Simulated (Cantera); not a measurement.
A closed system holds: 1 mol FeS, 1100 mol H₂, 3.5 mol N₂, equilibrated at 1.00 bar.

Method: chemical equilibrium by Gibbs-energy minimisation in Cantera with the NASA 1993 tables (ideal gas, pure condensed phases). Candidate condensed phases: Fe, FeS, FeS₂, S; 16 gas species. Kinetics and transport are ignored.

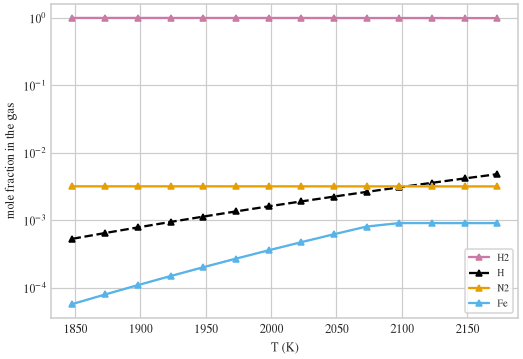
*Equilibrium gas composition (values under 1e-9 drawn at 1e-9)*

From 1848 K to 2073 K the condensed part is Fe(l). From 2098 K to 2173 K nothing is condensed. The main Fe-bearing gas is Fe throughout.
